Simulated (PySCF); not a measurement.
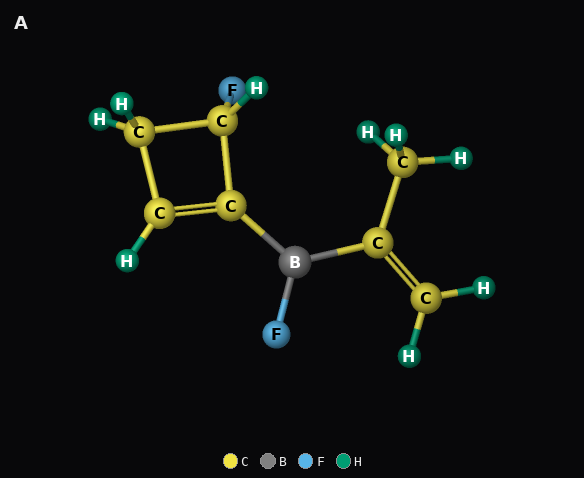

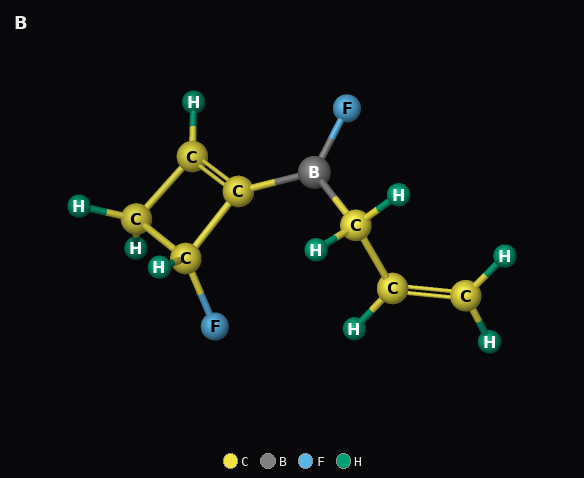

2 stationary structures of one formula. Geometries: GFN2-xTB. Electronic energies: PBE0/pcSseg-1 (PySCF 2.14.0), without zero-point energy. No frequency run is at hand to confirm each as a minimum. Each is one conformer, not always the lowest.

### How are they related?

They are constitutional isomers of C7H9BF2: A `C=C(C)B(F)C1=CC[C@@H]1F`, B `C=CCB(F)C1=CC[C@H]1F`.

### Which is lowest in energy, and by how much?

A is lowest; B lies 0.167 eV above it.

The geometry is semi-empirical. Around B such bond lengths and angles can be off by a tenth of an ångström or more and by several degrees, and values that hang on the shape move with them.
